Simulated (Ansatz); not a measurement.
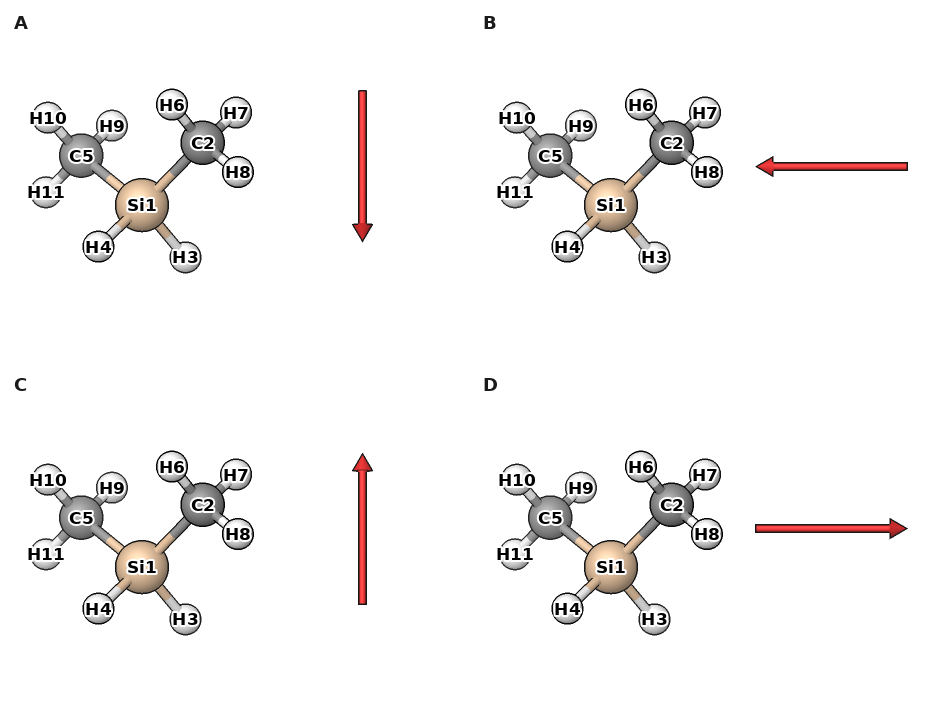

The same molecule four times, each with an arrow. The computed structure is the end point of a PBE0-D4/def2-TZVP optimisation. Level of theory: RKS PBE0-D4/def2-TZVP (Ansatz 0.2.0).

Question: Which arrow points along the dipole moment, from the negative to the positive end?

Answer: C. The dipole moment is 0.81 D; it points from the side of H3, H4 to the side of H6, H7, H9, H10 (the outermost atoms at the two ends).
